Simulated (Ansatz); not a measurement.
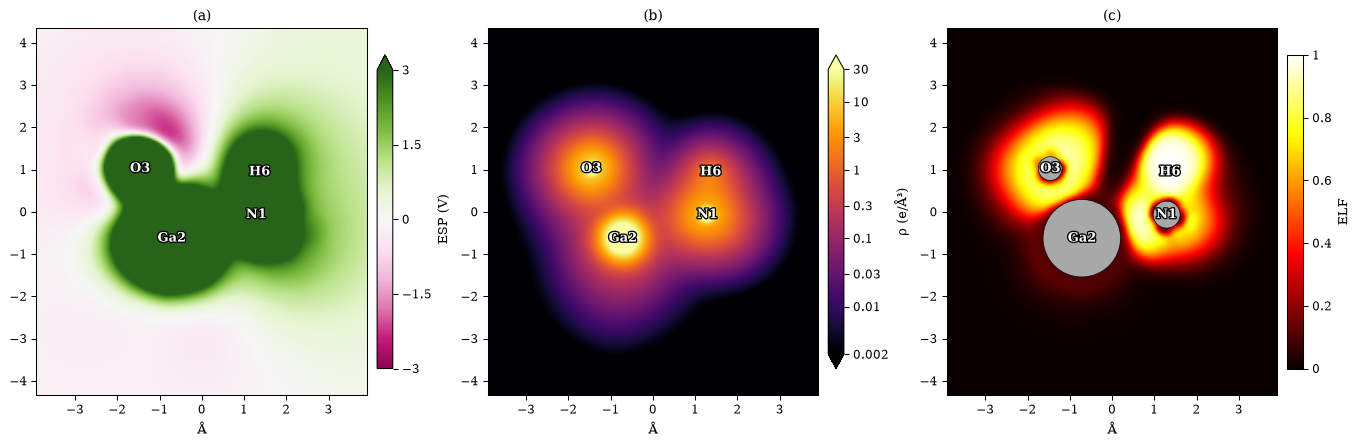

Figure 1: GaH6NO3. (a) electrostatic potential; (b) electron density; (c) ELF on the plane of atoms N1, Ga2 and O3. Grey discs cover the atomic cores in the ELF map.

Geometry: PBE0-D4/def2-TZVP.

These are results of RKS PBE0-D4/def2-TZVPP in Ansatz, not measurements.

```xyz
11

N    -1.2488    0.5588    0.6598
Ga    0.4661   -0.2119   -0.2398
O     1.6500    0.1207    1.0885
O     0.5196    0.8559   -1.7004
O    -0.0856   -1.9208   -0.4673
H    -1.0156    0.9345    1.5722
H    -1.9371   -0.1782    0.7664
H    -1.6348    1.2970    0.0817
H     2.0820   -0.6741    1.4050
H     1.3341    1.3574   -1.7605
H    -0.0645   -2.1963   -1.3850
```

**What does the map show?**

- Atoms in the plane: N, Ga, O and H.
- Ga–O (1.81 Å): ρ at the midpoint is about 0.87 e/Å³; the ELF peaks at about 0.85 in the valence shell of O, 0.6 Å from its nucleus, and is about 0.25 at the midpoint.
- Ga–N (2.08 Å): ρ at the midpoint is about 0.53 e/Å³; the ELF peaks at about 0.95 in the valence shell of N, 0.7 Å from its nucleus, and is about 0.35 at the midpoint.
- N–H (1.01 Å): ρ at the midpoint is about 3 e/Å³; the ELF climbs to about 1 towards the hydrogen, as it does in any bond to H: an ordinary covalent bond to hydrogen.
- The ELF also peaks beside O3, away from the bonds: lone-pair regions.
- Outside the dense part of the molecule the potential is most negative (−2.2 V) near O3.
